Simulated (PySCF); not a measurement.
**[EuOF]−: shape, vibrations and bonding**

Aim: find the relaxed shape of [EuOF]−, test it by its vibrations, and read charges and levels. It is a constructed species; whether it can be made isn't addressed.

The runs use PySCF 2.14.0; PBE0, Eu lcecp-0-SVP with ECP53, O def2-SVP, F def2-SVP; scalar-relativistic core potentials, no spin–orbit coupling.

1 further run of the same task is left out (for a known fault of the program).

## 1. The starting structure

3 atoms, charge -1, spin multiplicity 1.

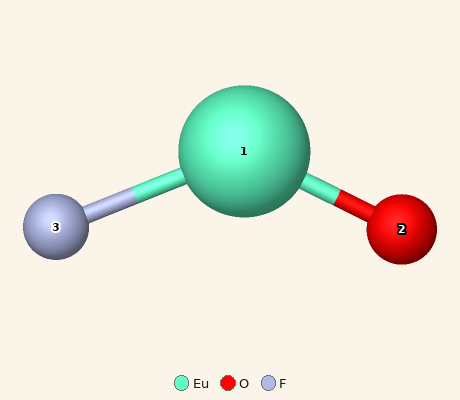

The starting geometry (europium green, oxygen red, fluorine light blue); atoms are numbered from 1 in the order of the file.

Coordinates:

```
Eu    0.0000    0.0000    0.0000
O     1.7866    0.0000    0.7995
F    -2.0606    0.0000    0.9222
```

Formal oxidation states: Eu +2. Each metal's 7 4f electrons lie in its core potential, so multiplicities, spins and levels count the valence alone.

## 2. SCF at the start, singlet

run.py (the lines that set the calculation)

```python
mol = gto.M(atom='''
Eu     0.00000     0.00000     0.00000
O      1.78660     0.00000     0.79950
F     -2.06060     0.00000     0.92220''',
    basis={'Eu': 'lcecp-0-SVP', 'O': 'def2-SVP', 'F': 'def2-SVP'},
    ecp={'Eu': 'lcecp-0-SVP'},
    charge=-1, spin=0)
mf = dft.RKS(mol, xc='PBE0')
mf.grids.atom_grid = (50, 194)  # f atoms: unpruned, at least (60, 302)
mf = mf.density_fit()  # fitting sets: Eu AutoAux, O def2-universal-JKFIT, F def2-universal-JKFIT
mf.conv_tol = 1e-08; mf.max_cycle = 55
mf.kernel(dm0)  # dm0: free metal ions and neutral atoms
```

Run with:

```console
OMP_NUM_THREADS=2 python run.py
```

Standard output:

```text
init E= -219.045498232957
cycle= 1 E= -185.702219946753  delta_E= 33.3  |g|= 4.89  |ddm|=   23
cycle= 2 E= -178.452500406026  delta_E= 7.25  |g|= 7.02  |ddm|= 25.4
cycle= 3 E= -201.144415935162  delta_E= -22.7  |g|= 3.73  |ddm|= 9.93
cycle= 4 E= -203.040774401729  delta_E= -1.9  |g|= 2.31  |ddm|= 1.88
cycle= 5 E= -203.493250694328  delta_E= -0.452  |g|= 1.73  |ddm|= 1.23
cycle= 6 E= -204.003940389012  delta_E= -0.511  |g|= 0.931  |ddm|= 1.35
cycle= 7 E= -204.147248146871  delta_E= -0.143  |g|= 0.268  |ddm|= 0.826
cycle= 8 E= -204.163845531685  delta_E= -0.0166  |g|= 0.0168  |ddm|= 0.271
cycle= 9 E= -204.163899627384  delta_E= -5.41e-05  |g|= 0.0103  |ddm|= 0.028
cycle= 10 E= -204.163920974843  delta_E= -2.13e-05  |g|= 0.00202  |ddm|= 0.00843
cycle= 11 E= -204.163922111917  delta_E= -1.14e-06  |g|= 0.000313  |ddm|= 0.00339
cycle= 12 E= -204.163922188523  delta_E= -7.66e-08  |g|= 6.01e-05  |ddm|= 0.00165
cycle= 13 E= -204.163922196718  delta_E= -8.2e-09  |g|= 1.53e-05  |ddm|= 0.000643
Extra cycle  E= -204.163922197552  delta_E= -8.34e-10  |g|= 2.46e-05  |ddm|= 0.000198
converged SCF energy = -204.163922197552
```

It took 2.7 s on 2 threads of Arm Neoverse N1, shared host; peak memory 0.31 GiB.

Result: E = -204.163922 Eh, frontier levels not given, since the 4f levels lie in the core, Mulliken charge on Eu1 +0.23 e. The highest filled level lies above zero; it isn't the detachment energy.

## 3. Relaxation, singlet

Steps are kept in the start's point group, Cs.

run.py (the lines that set the calculation)

```python
mol = gto.M(atom='''
Eu     0.05626     0.00000    -0.16129
O      1.84286     0.00000     0.63821
F     -2.00434     0.00000     0.76091''',
    basis={'Eu': 'lcecp-0-SVP', 'O': 'def2-SVP', 'F': 'def2-SVP'},
    ecp={'Eu': 'lcecp-0-SVP'},
    charge=-1, spin=0)
mf = dft.RKS(mol, xc='PBE0')
mf.grids.atom_grid = (50, 194)  # f atoms: unpruned, at least (60, 302)
mf = mf.density_fit()  # fitting sets: Eu AutoAux, O def2-universal-JKFIT, F def2-universal-JKFIT
mf.conv_tol = 1e-08; mf.max_cycle = 55
mf.kernel(dm0)  # dm0: an SCF of this state at this start
# quasi-Newton relaxation in Cartesian coordinates to a largest gradient under 0.00045 Eh/bohr, steps kept in the point group
```

Run with:

```console
OMP_NUM_THREADS=2 python run.py
```

The driver keeps no SCF log for this step, only its results.

It took 15 s on 2 threads of Arm Neoverse N1, shared host.

Step by step:

```csv
step,energy from step 1 (eV),largest force component (eV/Å)
1,0.0000,1.6497
2,-0.0898,0.5803
3,-0.1107,0.1965
4,-0.1149,0.1912
5,-0.1190,0.1692
6,-0.1201,0.1040
7,-0.1204,0.0386
8,-0.1204,0.0096
```

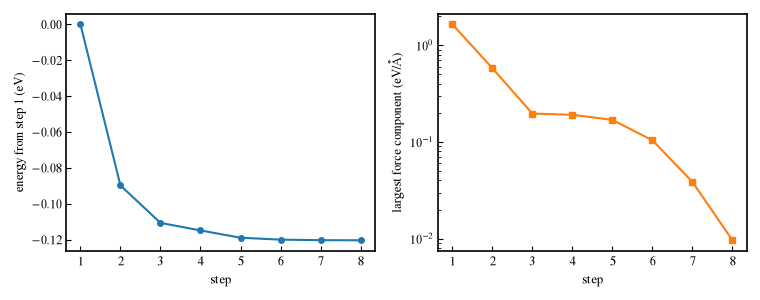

Energy and largest force along the relaxation.

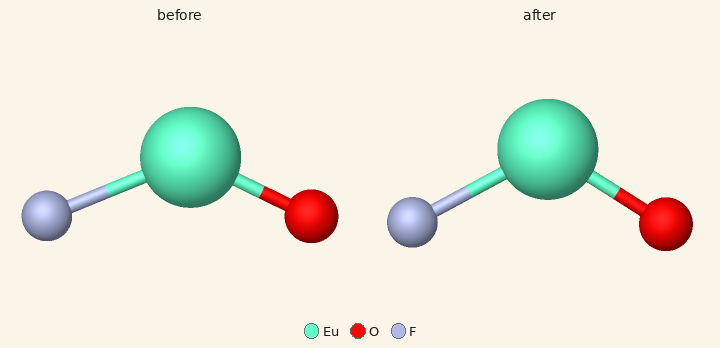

The geometry before (left) and after (right).

Close pairs (by a distance rule), those that changed most:

```csv
bond,before (Å),after (Å),change (Å)
Eu1–O2,1.957,2.037,+0.079
Eu1–F3,2.258,2.237,-0.021
```

It ends in Cs at E = -204.168348 Eh.

```xyz
3

Eu    0.0238    0.0000   -0.3072
O     1.7792    0.0000    0.7253
F    -1.9083    0.0000    0.8197
```

## 4. The relaxed geometry turned into its symmetry frame

run.py (the lines that set the calculation)

```python
mol = gto.M(atom='''
Eu     0.04592     0.00000    -0.20181
O      1.80131     0.00000     0.83065
F     -1.88614     0.00000     0.92504''',
    basis={'Eu': 'lcecp-0-SVP', 'O': 'def2-SVP', 'F': 'def2-SVP'},
    ecp={'Eu': 'lcecp-0-SVP'},
    charge=-1, spin=0)
mf = dft.RKS(mol, xc='PBE0')
mf.grids.atom_grid = (50, 194)  # f atoms: unpruned, at least (60, 302)
mf = mf.density_fit()  # fitting sets: Eu AutoAux, O def2-universal-JKFIT, F def2-universal-JKFIT
mf.conv_tol = 1e-08; mf.max_cycle = 55
mf.kernel(dm0)  # dm0: free metal ions and neutral atoms
```

Run with:

```console
OMP_NUM_THREADS=2 python run.py
```

Standard output:

```text
init E= -218.984661127088
cycle= 1 E= -184.746475683386  delta_E= 34.2  |g|= 4.93  |ddm|= 23.2
cycle= 2 E= -177.318797137266  delta_E= 7.43  |g|= 7.05  |ddm|= 25.5
cycle= 3 E= -200.99729558144  delta_E= -23.7  |g|= 3.78  |ddm|= 9.95
cycle= 4 E= -202.955774624895  delta_E= -1.96  |g|= 2.36  |ddm|= 1.81
cycle= 5 E= -203.478376299951  delta_E= -0.523  |g|= 1.74  |ddm|= 1.22
cycle= 6 E= -204.014657385053  delta_E= -0.536  |g|= 0.906  |ddm|= 1.46
cycle= 7 E= -204.143803209871  delta_E= -0.129  |g|= 0.321  |ddm|= 0.867
cycle= 8 E= -204.168178524169  delta_E= -0.0244  |g|= 0.0207  |ddm|= 0.324
cycle= 9 E= -204.168299254853  delta_E= -0.000121  |g|= 0.0126  |ddm|= 0.0499
cycle= 10 E= -204.168338309162  delta_E= -3.91e-05  |g|= 0.00401  |ddm|= 0.0193
cycle= 11 E= -204.16834650045  delta_E= -8.19e-06  |g|= 0.00064  |ddm|= 0.0158
cycle= 12 E= -204.168347425477  delta_E= -9.25e-07  |g|= 0.000164  |ddm|= 0.00735
cycle= 13 E= -204.168347532309  delta_E= -1.07e-07  |g|= 3.55e-05  |ddm|= 0.00313
cycle= 14 E= -204.168347534126  delta_E= -1.82e-09  |g|= 1.79e-05  |ddm|= 0.000369
Extra cycle  E= -204.168347533338  delta_E= 7.88e-10  |g|= 6.23e-05  |ddm|= 7.35e-05
converged SCF energy = -204.168347533338
```

Run time: 0.9 s. Hardware: 2 threads of Arm Neoverse N1, shared host.

Result: E = -204.168348 Eh, frontier levels not given, since the 4f levels lie in the core, Mulliken charge on Eu1 +0.25 e. The gap is small, and the closed shell wasn't tested for a lower spin-broken solution. The highest filled level lies above zero; it isn't the detachment energy.

## 5. Harmonic vibrations

run.py (the lines that set the calculation), as its differences from that of step 4:

```diff
@@ -10,3 +10,4 @@
 mf = mf.density_fit()  # fitting sets: Eu AutoAux, O def2-universal-JKFIT, F def2-universal-JKFIT
-mf.conv_tol = 1e-08; mf.max_cycle = 55
-mf.kernel(dm0)  # dm0: free metal ions and neutral atoms
+mf.conv_tol = 1e-10; mf.max_cycle = 55
+mf.kernel(dm0)  # dm0: the density of the relaxed state
+# Hessian and dipole derivatives by central differences of gradients, 0.02 bohr
```

Run with:

```console
OMP_NUM_THREADS=2 python run.py
```

The driver keeps no SCF log for this step, only its results.

It took 24 s on 2 threads of Arm Neoverse N1, shared host.

Point group Cs; negative numbers are unstable modes, and those under 60 cm⁻¹ are near the numerical noise:

```csv
cm⁻¹,km/mol,symmetry
119,29.1,a'
401,105.3,a'
585,104.2,a'
```

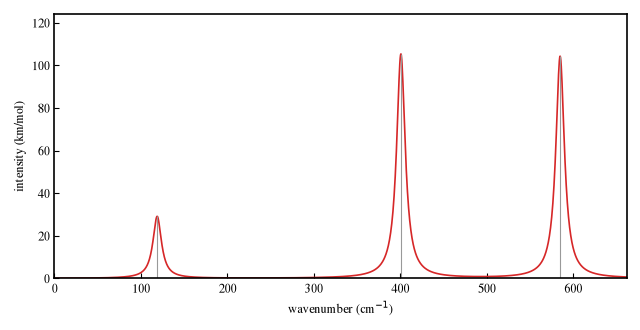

The infrared spectrum from the harmonic lines. Lines are broadened to a width of 12 cm⁻¹ (Lorentzian).

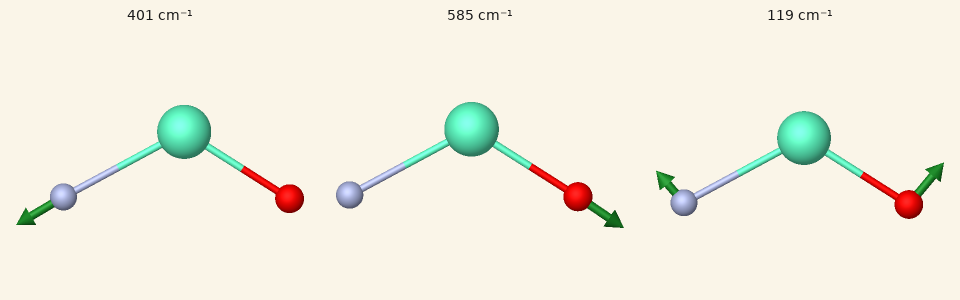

Displacements of 3 modes, as arrows.

## 6. Properties on a finer grid

run.py (the lines that set the calculation)

```python
mol = gto.M(atom='''
Eu     0.02381     0.00000    -0.30716
O      1.77921     0.00000     0.72530
F     -1.90825     0.00000     0.81970''',
    basis={'Eu': 'lcecp-0-SVP', 'O': 'def2-SVP', 'F': 'def2-SVP'},
    ecp={'Eu': 'lcecp-0-SVP'},
    charge=-1, spin=0)
mf = dft.RKS(mol, xc='PBE0')
mf.grids.atom_grid = (75, 302)  # f atoms: unpruned, at least (60, 302)
mf = mf.density_fit()  # fitting sets: Eu AutoAux, O def2-universal-JKFIT, F def2-universal-JKFIT
mf.conv_tol = 1e-09; mf.max_cycle = 55
mf.kernel(dm0)  # dm0: the density of the relaxed state
```

Run with:

```console
OMP_NUM_THREADS=2 python run.py
```

Standard output:

```text
init E= -204.168345617983
cycle= 1 E= -204.168345607905  delta_E= 1.01e-08  |g|= 0.000219  |ddm|= 0.000242
cycle= 2 E= -204.168345473951  delta_E= 1.34e-07  |g|= 0.000794  |ddm|= 0.000871
cycle= 3 E= -204.168345618837  delta_E= -1.45e-07  |g|= 2.56e-05  |ddm|= 0.000681
cycle= 4 E= -204.168345618951  delta_E= -1.14e-10  |g|= 1.44e-06  |ddm|= 1.88e-05
Extra cycle  E= -204.168345618948  delta_E= 3.24e-12  |g|= 4.58e-06  |ddm|= 7.09e-06
converged SCF energy = -204.168345618948
```

Run time: 4.8 s. Hardware: 2 threads of Arm Neoverse N1, shared host.

Result: E = -204.168346 Eh, frontier levels not given, since the 4f levels lie in the core, Mulliken charge on Eu1 +0.25 e, largest force component 0.010 eV/Å. The gap is small, and the closed shell wasn't tested for a lower spin-broken solution. The highest filled level lies above zero; it isn't the detachment energy.

Löwdin charges:

```csv
atom,value (e)
Eu1,0.13
O2,-0.63
F3,-0.50
```

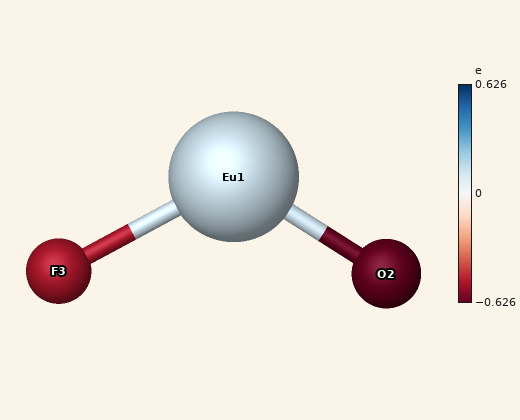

Löwdin charges, as colours on the atoms.

Mulliken charges: Eu1 +0.25, O2 -0.66, F3 -0.59 e.

Contacts (the nearest donor of each ligand) and Mayer bond orders:

```csv
contact,distance (Å),bond order
Eu1–O2 (O),2.037,2.10
Eu1–F3 (F),2.237,0.75
```

Mulliken populations of Eu1 outside the core potential: s 2.15, p 6.29, d 1.26, f 0.05.

## 7. Summary of results

| quantity | value |
| --- | --- |
| state and point group | singlet in the valence, Cs |
| modes | 119 to 585 cm⁻¹, none unstable |
| strongest infrared band (modes within 1.5 cm⁻¹ summed) | 401 cm⁻¹ (105 km/mol) |
| zero-point energy | 0.068 eV |
| ideal gas, 298 K, 1 bar | S = 314.3, Cp = 51.9 J/(mol K) |
| metal–ligand contacts | 2.04 to 2.24 Å |
| frontier levels | frontier levels not given, since the 4f levels lie in the core |
| dipole about the centre of mass | 8.12 D |
| mean polarisability | 10.3 Å³ |

In words: All modes are real, so the structure is a minimum. The metal carries +0.13 e by Löwdin's partition against a formal +2, and bond orders to the nearest donors reach 2.10. Both measures hang on the basis. One start shape was tried, so another isomer may lie lower. These are double-zeta-type bases without diffuse functions. Spin–orbit coupling is left out.
